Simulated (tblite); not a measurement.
# C3H10OSSi: saddle-point search

C3H10OSSi, SMILES CC(C)[S@](=O)[SiH3], computed with GFN2-xTB saddle search (eigenvector following) and harmonic vibrations, gas phase (tblite 0.8.0).

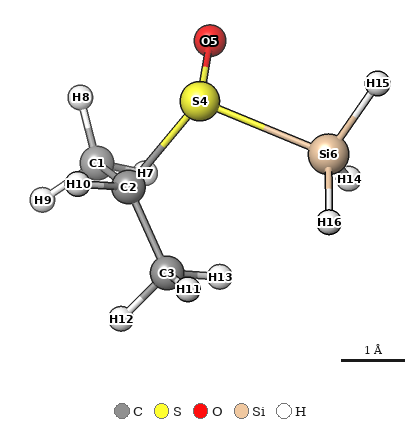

Fig. 1: The input geometry (ball-and-stick view, seen at a tilt; atoms are numbered from 1 in the order of the input).

The input
```
{"job": {"xc": "GFN2-xTB", "basis": "xTB", "kind": "saddle"}, "charge": 0, "multiplicity": 1}
C     -1.035484     0.161752     1.642555
C     -0.874832    -0.469232     0.275369
C     -1.122175     0.511877    -0.853074
S      0.822479    -1.317007     0.206193
O      1.534357    -0.981158     1.470244
Si     2.073024    -0.092498    -1.186197
H     -0.457419     1.081239     1.708123
H     -0.674608    -0.515799     2.412969
H     -2.082709     0.387476     1.836019
H     -1.552226    -1.321942     0.173332
H     -1.024913     0.030834    -1.823463
H     -2.134768     0.907621    -0.771433
H     -0.428418     1.350183    -0.799930
H      2.173189     1.258775    -0.657562
H      3.342179    -0.802898    -1.134924
H      1.442324    -0.189222    -2.498219
```

The first line tells a small driver script what to run in tblite; the rest is the geometry in Å.

Machine: 1 CPU thread, shared host.

Command:
```bash
OMP_NUM_THREADS=1 python <driver script> task.json out
```

Output
```
step      E/eV     max force
  0    -559.20296   0.0326
  1    -559.20131   0.1237
  2    -559.20272   0.0443
  3    -559.20222   0.0251
  4    -559.20114   0.0722
  5    -559.20202   0.0202
  6    -559.20158   0.0188
  7    -559.20068   0.0503
  8    -559.20127   0.0175
  9    -559.20075   0.0204
 10    -559.20032   0.0270
 11    -559.19999   0.0210
 12    -559.19926   0.0336
 13    -559.19823   0.0260
 14    -559.19730   0.0590
 15    -559.19777   0.0191
 16    -559.19743   0.0081
 17    -559.19715   0.0255
 18    -559.19727   0.0041
lowest wavenumbers (cm-1): -68.7 115.6 129.8 156.5 188.5 233.0
```

Trajectory as extended XYZ (Å, eV, eV/Å), 12 frames, from step=0 to step=18
```
16
Properties=species:S:1:pos:R:3:forces:R:3 step=0 energy=-559.20296
C    -1.0355    0.1618    1.6426    0.0020   0.0060   0.0020
C    -0.8748   -0.4692    0.2754    0.0000  -0.0020   0.0020
C    -1.1222    0.5119   -0.8531    0.0000  -0.0050  -0.0060
S     0.8225   -1.3170    0.2062   -0.0090  -0.0140  -0.0120
O     1.5344   -0.9812    1.4702   -0.0050  -0.0320  -0.0040
Si    2.0730   -0.0925   -1.1862   -0.0050   0.0050   0.0100
H    -0.4574    1.0812    1.7081    0.0160   0.0020  -0.0030
H    -0.6746   -0.5158    2.4130    0.0060   0.0040   0.0070
H    -2.0827    0.3875    1.8360    0.0080   0.0170  -0.0050
H    -1.5522   -1.3219    0.1733   -0.0020   0.0020   0.0060
H    -1.0249    0.0308   -1.8235    0.0000  -0.0090  -0.0040
H    -2.1348    0.9076   -0.7714   -0.0020  -0.0040  -0.0050
H    -0.4284    1.3502   -0.7999   -0.0080  -0.0070  -0.0080
H     2.1732    1.2588   -0.6576   -0.0030   0.0100   0.0040
H     3.3422   -0.8029   -1.1349    0.0020   0.0180   0.0070
H     1.4423   -0.1892   -2.4982   -0.0020   0.0080   0.0090
16
Properties=species:S:1:pos:R:3:forces:R:3 step=1 energy=-559.20131
C    -1.0397    0.1490    1.6484   -0.0030   0.0330   0.0750
C    -0.8696   -0.4710    0.2773   -0.0020  -0.0010   0.0080
C    -1.1146    0.5197   -0.8438    0.0010  -0.0030  -0.0060
S     0.8317   -1.3099    0.2177    0.0000  -0.0040  -0.0030
O     1.5462   -0.9491    1.4732   -0.0100  -0.0230  -0.0110
Si    2.0651   -0.0965   -1.2007    0.0030   0.0140   0.0000
H    -0.3964    1.0248    1.7513   -0.0620  -0.0900  -0.0030
H    -0.7606   -0.5657    2.4242   -0.0280   0.0910  -0.0790
H    -2.0786    0.4494    1.8006    0.1180  -0.0120  -0.0020
H    -1.5442   -1.3245    0.1639    0.0000   0.0030   0.0040
H    -1.0013    0.0500   -1.8182   -0.0020  -0.0040   0.0030
H    -2.1325    0.9037   -0.7700    0.0010  -0.0050  -0.0050
H    -0.4314    1.3652   -0.7738   -0.0100  -0.0100  -0.0060
H     2.1355    1.2755   -0.7183   -0.0040  -0.0170  -0.0010
H     3.3520   -0.7724   -1.1212   -0.0130   0.0180   0.0030
H     1.4385   -0.2481   -2.5106    0.0100   0.0100   0.0230
16
Properties=species:S:1:pos:R:3:forces:R:3 step=3 energy=-559.20222
C    -1.0401    0.1531    1.6471    0.0040   0.0070   0.0090
C    -0.8703   -0.4703    0.2774   -0.0010  -0.0010   0.0020
C    -1.1147    0.5173   -0.8463   -0.0030  -0.0040  -0.0040
S     0.8298   -1.3121    0.2154   -0.0050  -0.0070  -0.0080
O     1.5417   -0.9627    1.4752   -0.0060  -0.0230  -0.0030
Si    2.0667   -0.0946   -1.1964   -0.0040   0.0040   0.0070
H    -0.4196    1.0427    1.7394    0.0050  -0.0100  -0.0040
H    -0.7358   -0.5482    2.4213   -0.0010   0.0150  -0.0100
H    -2.0810    0.4287    1.8108    0.0230   0.0100  -0.0010
H    -1.5452   -1.3238    0.1665   -0.0040   0.0010   0.0060
H    -1.0037    0.0444   -1.8193   -0.0030  -0.0070  -0.0020
H    -2.1313    0.9042   -0.7725   -0.0030  -0.0050  -0.0030
H    -0.4291    1.3610   -0.7799   -0.0050  -0.0040  -0.0070
H     2.1508    1.2715   -0.7040   -0.0050   0.0080   0.0090
H     3.3482   -0.7805   -1.1311    0.0040   0.0090   0.0080
H     1.4338   -0.2306   -2.5036    0.0020   0.0080   0.0020
16
Properties=species:S:1:pos:R:3:forces:R:3 step=4 energy=-559.20114
C    -1.0432    0.1463    1.6496    0.0010   0.0220   0.0420
C    -0.8679   -0.4723    0.2784   -0.0020   0.0000   0.0050
C    -1.1125    0.5191   -0.8422   -0.0020  -0.0030  -0.0040
S     0.8361   -1.3058    0.2237    0.0040  -0.0010   0.0040
O     1.5514   -0.9325    1.4753   -0.0130  -0.0220  -0.0160
Si    2.0638   -0.0970   -1.2039    0.0000   0.0040   0.0050
H    -0.3871    1.0095    1.7624   -0.0330  -0.0510  -0.0040
H    -0.7856   -0.5734    2.4258   -0.0130   0.0540  -0.0460
H    -2.0769    0.4644    1.7909    0.0720  -0.0050   0.0000
H    -1.5397   -1.3275    0.1620   -0.0020   0.0020   0.0040
H    -0.9951    0.0509   -1.8168   -0.0030  -0.0050   0.0000
H    -2.1315    0.9003   -0.7713   -0.0020  -0.0050  -0.0030
H    -0.4319    1.3663   -0.7692   -0.0050  -0.0050  -0.0050
H     2.1392    1.2742   -0.7235   -0.0050   0.0010   0.0070
H     3.3499   -0.7739   -1.1315   -0.0010   0.0100   0.0060
H     1.4309   -0.2486   -2.5097    0.0040   0.0070   0.0050
16
Properties=species:S:1:pos:R:3:forces:R:3 step=6 energy=-559.20158
C    -1.0411    0.1459    1.6503    0.0050   0.0070   0.0050
C    -0.8685   -0.4707    0.2780   -0.0010   0.0000   0.0000
C    -1.1118    0.5228   -0.8411   -0.0030  -0.0040  -0.0030
S     0.8334   -1.3087    0.2201   -0.0040  -0.0050  -0.0070
O     1.5478   -0.9444    1.4743   -0.0040  -0.0180  -0.0010
Si    2.0626   -0.0981   -1.2045    0.0010   0.0070   0.0030
H    -0.3865    1.0082    1.7634    0.0030  -0.0080  -0.0050
H    -0.7812   -0.5735    2.4237    0.0010   0.0120  -0.0070
H    -2.0728    0.4629    1.7955    0.0170   0.0080   0.0000
H    -1.5422   -1.3243    0.1607   -0.0030   0.0010   0.0050
H    -0.9901    0.0573   -1.8164   -0.0040  -0.0060   0.0000
H    -2.1320    0.9014   -0.7725   -0.0020  -0.0040  -0.0030
H    -0.4338    1.3714   -0.7637   -0.0040  -0.0050  -0.0060
H     2.1238    1.2790   -0.7384   -0.0040  -0.0010   0.0070
H     3.3546   -0.7617   -1.1172   -0.0030   0.0090   0.0050
H     1.4378   -0.2676   -2.5121    0.0050   0.0090   0.0060
16
Properties=species:S:1:pos:R:3:forces:R:3 step=8 energy=-559.20127
C    -1.0413    0.1435    1.6515    0.0050   0.0060   0.0030
C    -0.8681   -0.4705    0.2780   -0.0010   0.0000   0.0000
C    -1.1109    0.5254   -0.8390   -0.0030  -0.0040  -0.0030
S     0.8342   -1.3078    0.2213   -0.0030  -0.0040  -0.0050
O     1.5494   -0.9393    1.4737   -0.0040  -0.0170  -0.0010
Si    2.0613   -0.0998   -1.2074    0.0010   0.0060   0.0030
H    -0.3768    0.9972    1.7711    0.0050  -0.0050  -0.0050
H    -0.7946   -0.5814    2.4239    0.0010   0.0090  -0.0050
H    -2.0697    0.4726    1.7919    0.0130   0.0070   0.0000
H    -1.5416   -1.3239    0.1584   -0.0030   0.0010   0.0050
H    -0.9843    0.0633   -1.8153   -0.0040  -0.0060   0.0000
H    -2.1325    0.9004   -0.7729   -0.0020  -0.0040  -0.0030
H    -0.4361    1.3761   -0.7568   -0.0040  -0.0040  -0.0060
H     2.1131    1.2812   -0.7522   -0.0030   0.0000   0.0080
H     3.3571   -0.7543   -1.1109   -0.0020   0.0070   0.0040
H     1.4408   -0.2827   -2.5152    0.0040   0.0090   0.0050
16
Properties=species:S:1:pos:R:3:forces:R:3 step=9 energy=-559.20075
C    -1.0428    0.1401    1.6528    0.0040   0.0080   0.0090
C    -0.8672   -0.4711    0.2784   -0.0010   0.0000   0.0010
C    -1.1099    0.5270   -0.8369   -0.0020  -0.0030  -0.0030
S     0.8370   -1.3047    0.2251   -0.0010  -0.0030  -0.0020
O     1.5538   -0.9246    1.4733   -0.0050  -0.0160  -0.0040
Si    2.0600   -0.1017   -1.2113    0.0000   0.0040   0.0040
H    -0.3637    0.9811    1.7820   -0.0020  -0.0110  -0.0050
H    -0.8167   -0.5921    2.4249    0.0000   0.0150  -0.0110
H    -2.0666    0.4877    1.7844    0.0200   0.0040   0.0000
H    -1.5391   -1.3252    0.1557   -0.0030   0.0010   0.0040
H    -0.9790    0.0678   -1.8140   -0.0030  -0.0050   0.0000
H    -2.1330    0.8984   -0.7729   -0.0020  -0.0040  -0.0020
H    -0.4383    1.3797   -0.7504   -0.0030  -0.0040  -0.0050
H     2.1066    1.2816   -0.7626   -0.0020   0.0010   0.0080
H     3.3580   -0.7511   -1.1101   -0.0010   0.0060   0.0040
H     1.4409   -0.2931   -2.5184    0.0030   0.0080   0.0040
16
Properties=species:S:1:pos:R:3:forces:R:3 step=11 energy=-559.19999
C    -1.0451    0.1347    1.6549    0.0020   0.0080   0.0100
C    -0.8656   -0.4726    0.2792   -0.0010   0.0000   0.0010
C    -1.1089    0.5282   -0.8336   -0.0020  -0.0020  -0.0020
S     0.8421   -1.2988    0.2319    0.0000  -0.0020  -0.0010
O     1.5622   -0.8963    1.4715   -0.0050  -0.0140  -0.0050
Si    2.0577   -0.1042   -1.2175    0.0000   0.0030   0.0040
H    -0.3366    0.9482    1.8026   -0.0070  -0.0120  -0.0050
H    -0.8611   -0.6104    2.4258    0.0000   0.0170  -0.0120
H    -2.0572    0.5203    1.7699    0.0210   0.0000   0.0010
H    -1.5343   -1.3285    0.1520   -0.0020   0.0010   0.0030
H    -0.9703    0.0733   -1.8117   -0.0030  -0.0040   0.0000
H    -2.1347    0.8927   -0.7738   -0.0010  -0.0030  -0.0020
H    -0.4434    1.3848   -0.7405   -0.0020  -0.0030  -0.0040
H     2.0962    1.2818   -0.7766   -0.0020   0.0020   0.0070
H     3.3587   -0.7463   -1.1105    0.0000   0.0040   0.0030
H     1.4402   -0.3069   -2.5237    0.0020   0.0070   0.0020
16
Properties=species:S:1:pos:R:3:forces:R:3 step=13 energy=-559.19823
C    -1.0538    0.1225    1.6598    0.0050   0.0000   0.0000
C    -0.8626   -0.4725    0.2802    0.0010  -0.0020   0.0020
C    -1.1036    0.5375   -0.8251    0.0000  -0.0010  -0.0020
S     0.8513   -1.2868    0.2457    0.0080   0.0070   0.0130
O     1.5764   -0.8439    1.4694   -0.0120  -0.0130  -0.0190
Si    2.0549   -0.1144   -1.2317   -0.0010   0.0030   0.0020
H    -0.3168    0.9041    1.8354   -0.0010  -0.0010  -0.0030
H    -0.9186   -0.6380    2.4252    0.0020   0.0050  -0.0060
H    -2.0514    0.5476    1.7556    0.0010   0.0030   0.0020
H    -1.5246   -1.3315    0.1395    0.0010   0.0020   0.0030
H    -0.9502    0.0943   -1.8065   -0.0030  -0.0010   0.0030
H    -2.1337    0.8910   -0.7728    0.0010  -0.0010  -0.0010
H    -0.4480    1.3997   -0.7155   -0.0030  -0.0050  -0.0030
H     2.0780    1.2798   -0.8159    0.0000  -0.0040   0.0030
H     3.3618   -0.7415   -1.1086   -0.0020   0.0030   0.0000
H     1.4409   -0.3479   -2.5347    0.0030   0.0050   0.0060
16
Properties=species:S:1:pos:R:3:forces:R:3 step=14 energy=-559.19730
C    -1.0612    0.1143    1.6627   -0.0020   0.0120   0.0330
C    -0.8599   -0.4732    0.2812   -0.0010  -0.0020   0.0060
C    -1.1002    0.5415   -0.8199    0.0010  -0.0010   0.0000
S     0.8596   -1.2760    0.2574    0.0150   0.0110   0.0230
O     1.5872   -0.8015    1.4685   -0.0190  -0.0130  -0.0310
Si    2.0537   -0.1203   -1.2406   -0.0030  -0.0020   0.0060
H    -0.3031    0.8727    1.8587   -0.0390  -0.0340  -0.0060
H    -0.9626   -0.6575    2.4245   -0.0030   0.0450  -0.0380
H    -2.0487    0.5689    1.7430    0.0470  -0.0180   0.0050
H    -1.5155   -1.3355    0.1317    0.0030   0.0030   0.0010
H    -0.9404    0.1041   -1.8028   -0.0010  -0.0010   0.0000
H    -2.1322    0.8900   -0.7708    0.0000  -0.0010   0.0000
H    -0.4492    1.4059   -0.7027    0.0000  -0.0010  -0.0010
H     2.0746    1.2765   -0.8353   -0.0010   0.0030   0.0030
H     3.3617   -0.7441   -1.1160    0.0030  -0.0010   0.0010
H     1.4363   -0.3659   -2.5395   -0.0010   0.0010   0.0000
16
Properties=species:S:1:pos:R:3:forces:R:3 step=16 energy=-559.19743
C    -1.0622    0.1136    1.6629    0.0010   0.0010   0.0020
C    -0.8599   -0.4725    0.2810    0.0000   0.0000   0.0010
C    -1.0994    0.5434   -0.8192    0.0000  -0.0010  -0.0010
S     0.8595   -1.2755    0.2578    0.0020   0.0010   0.0030
O     1.5869   -0.7996    1.4677   -0.0040  -0.0050  -0.0050
Si    2.0538   -0.1222   -1.2412    0.0000   0.0010   0.0010
H    -0.3098    0.8759    1.8576   -0.0020  -0.0010  -0.0020
H    -0.9570   -0.6566    2.4232    0.0020   0.0040  -0.0030
H    -2.0509    0.5614    1.7463    0.0030  -0.0010   0.0010
H    -1.5152   -1.3346    0.1302    0.0000   0.0010   0.0010
H    -0.9390    0.1072   -1.8025   -0.0010  -0.0010   0.0000
H    -2.1314    0.8920   -0.7703    0.0000   0.0000   0.0000
H    -0.4484    1.4076   -0.7005   -0.0010  -0.0010  -0.0010
H     2.0736    1.2756   -0.8385    0.0000   0.0000   0.0020
H     3.3622   -0.7452   -1.1146    0.0000   0.0010   0.0000
H     1.4370   -0.3706   -2.5400    0.0010   0.0020   0.0010
16
Properties=species:S:1:pos:R:3:forces:R:3 step=18 energy=-559.19727
C    -1.0660    0.1102    1.6640    0.0010   0.0000   0.0000
C    -0.8588   -0.4718    0.2810    0.0000   0.0000   0.0000
C    -1.0971    0.5471   -0.8167    0.0000   0.0000   0.0000
S     0.8621   -1.2713    0.2623    0.0010   0.0000   0.0010
O     1.5899   -0.7848    1.4677   -0.0020  -0.0030  -0.0020
Si    2.0538   -0.1261   -1.2448    0.0000   0.0010   0.0010
H    -0.3153    0.8730    1.8626    0.0000   0.0000  -0.0010
H    -0.9616   -0.6618    2.4225    0.0010   0.0010   0.0000
H    -2.0556    0.5563    1.7461    0.0010   0.0000   0.0000
H    -1.5118   -1.3349    0.1258    0.0000   0.0000   0.0010
H    -0.9347    0.1139   -1.8011   -0.0010  -0.0010   0.0000
H    -2.1294    0.8949   -0.7686    0.0000   0.0000   0.0000
H    -0.4469    1.4113   -0.6942    0.0000  -0.0010  -0.0010
H     2.0735    1.2733   -0.8483    0.0000   0.0000   0.0010
H     3.3624   -0.7484   -1.1166    0.0000   0.0000   0.0000
H     1.4357   -0.3809   -2.5417    0.0000   0.0010   0.0010
```

Summary

| quantity | value |
| --- | --- |
| outcome | converged |
| total energy | −559.1973 eV |
| point group | C1 |
| wall time | 5.2 s |
| peak memory | 0.2 GiB |
